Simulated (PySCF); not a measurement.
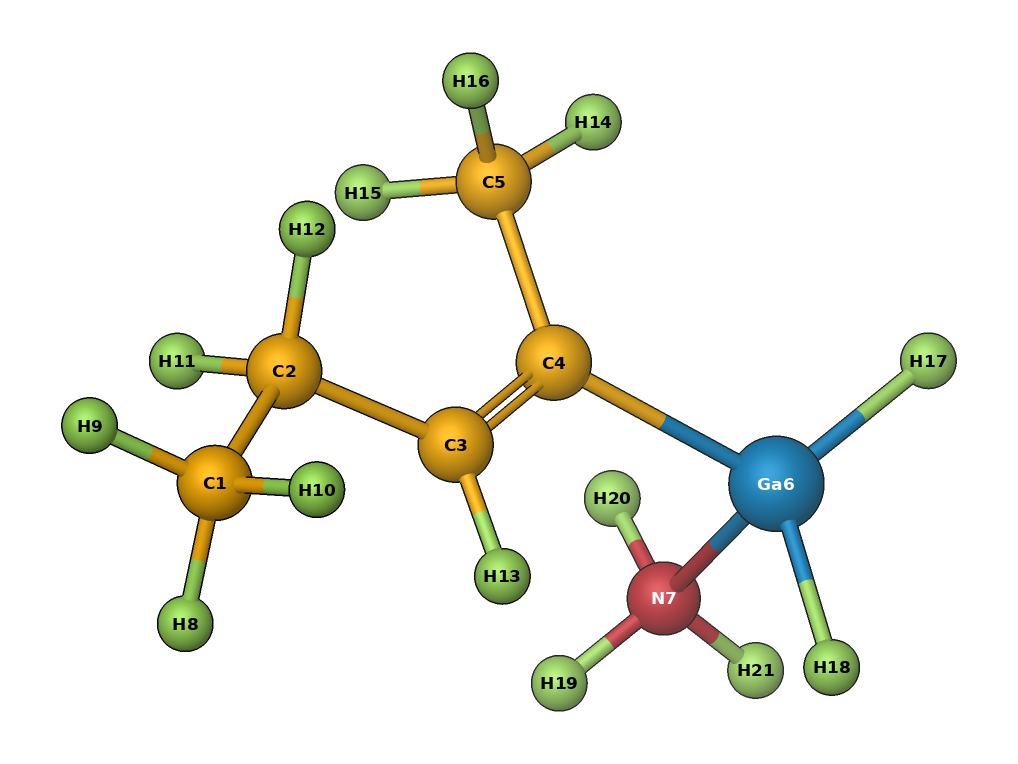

Computed geometry: PBE0-D3(BJ)/def2-SVP optimisation. No frequency run is at hand to confirm it as a minimum. Level of theory: delta-SCF UKS SCAN, pcX-2 on the ionised atom, pcseg-1 elsewhere, spin-free X2C (PySCF 2.14.0).

Give the core-electron binding energies (to vacuum) of C1 1s, C2 1s, C3 1s, C4 1s, C5 1s, N7 1s.

| atom | level | binding energy (eV) |
| --- | --- | --- |
| C1 | 1s | 290.3 |
| C2 | 1s | 290.1 |
| C3 | 1s | 289.2 |
| C4 | 1s | 288.8 |
| C5 | 1s | 290.1 |
| N7 | 1s | 407.0 |
